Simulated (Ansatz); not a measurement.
Fields on a plane of Al (fcc, Cu type)

```
CELL_PARAMETERS angstrom
      0.00000     1.99599     1.99599
      1.99599     0.00000     1.99599
      1.99599     1.99599     0.00000
ATOMIC_POSITIONS crystal
  Al 0.00000 0.00000 0.00000
```

The slice is a {110} plane (indices of the conventional cell) through the point (0.000, 0.000, 0.000) (fractional), spanned by u = [100] and v = [1 -1 -1] in vectors of this cell: u (2.82 Å) and v (3.99 Å, at 90° to u). It covers one period; positions are fractions (u, v).

Atoms on it: Al at (0.00, 0.00).

All values below come from r2SCAN (plane waves to 500 eV, PAW, scalar-relativistic; Ansatz, a program for electronic structure). k mesh 20×20×20. Near the nuclei the fields are pseudised (PAW); where an atom keeps semicore shells as valence, they peak there. Al was relaxed with its symmetry unable to fall.

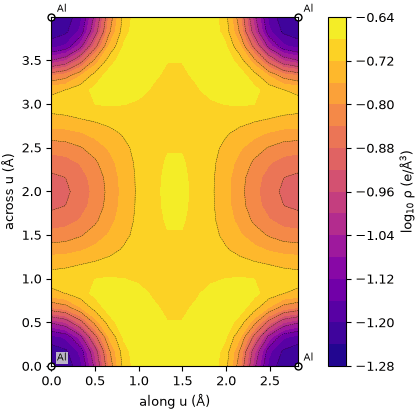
Fig. 1. Log₁₀ of the valence density in e/Å³, one period of the plane, atoms marked. The scale is logarithmic, as a density can span decades between atoms and voids.

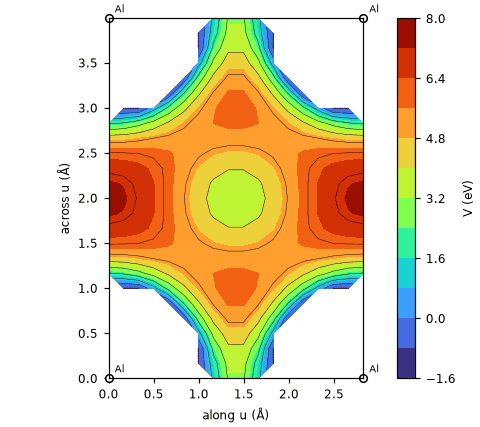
Fig. 1. Electrostatic potential energy of an electron, from the cell's mean, in eV, one period of the plane, atoms marked. Points within 1 Å of a nucleus are left white, as the pseudised field means little there. Values under -1 eV are set to -1. The zero, the cell's mean, hangs on the PAW cores.

| Property | Result |
|---|---|
| Density on the Al–Al line (2.82 Å) at its midpoint | 0.21 e/Å³ |
| ELF at that point | 0.6 |
| ELF maximum in the middle third of the Al–Al line | 0.63, 1.2 Å from Al |
